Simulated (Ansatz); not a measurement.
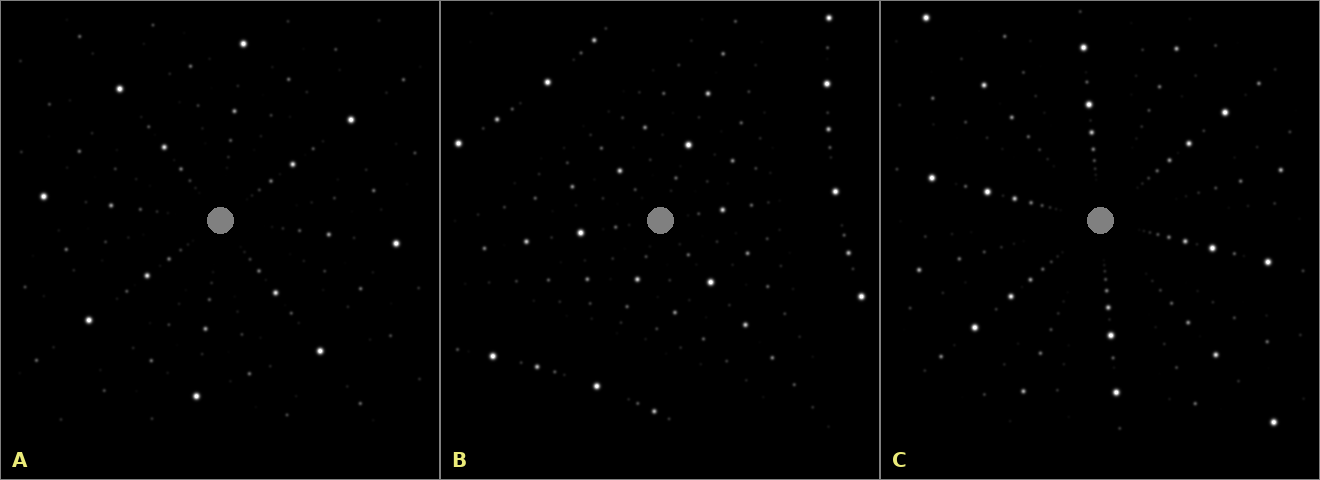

Simulated back-reflection Laue patterns (white X-rays, 0.45 to 2.2 Å, flat plate covering ±45° about the beam, kinematic intensities, seen from the source). Crystal: W, space group Im-3m (No. 229), a = 3.18 Å. Structure: the input geometry of an electronic-structure calculation (not necessarily at equilibrium).

### The directions [001], [110], [111] point towards the source, in some order. Which is which?

A: [001], symmetry 4mm (a fourfold axis with mirror lines). B: [111], symmetry 3m (a threefold axis with three mirror lines). C: [110], symmetry 2mm (a twofold axis with two mirror lines). The Laue class is m-3m.
